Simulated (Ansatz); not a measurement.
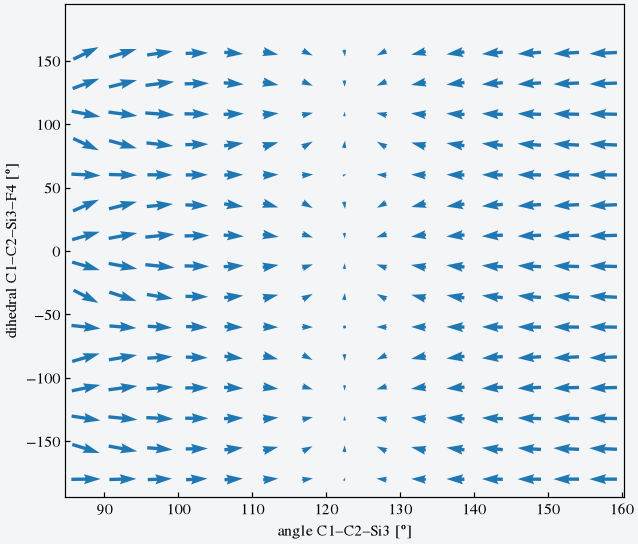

C₂H₃F₂Si, SMILES [CH]=C[SiH](F)F, spin multiplicity 2. Coordinates scanned: (1) angle C1–C2–Si3; (2) dihedral C1–C2–Si3–F4. Nothing is relaxed (all other coordinates rigid). The scan uses a 15 × 15 grid. Points are written as (first, second). Theory: UHF/def2-SVP (Ansatz 0.2.0).

In the figure: arrows along the force (downhill), their lengths compressed.

The arrows alone are given. Where are the wells?

The arrows converge at about (122°, 115°); about (123°, 0°) (0.27 kJ/mol up); about (122°, −120°) (0.6 kJ/mol up) (read from the interpolated surface).

The energy map of the same scan:

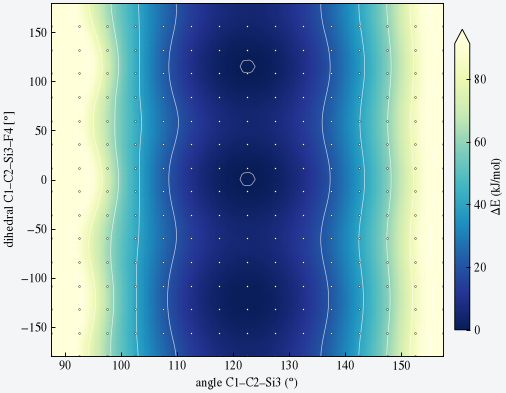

Energies are in kJ/mol, from the lowest grid point; between grid points the surface is interpolated.
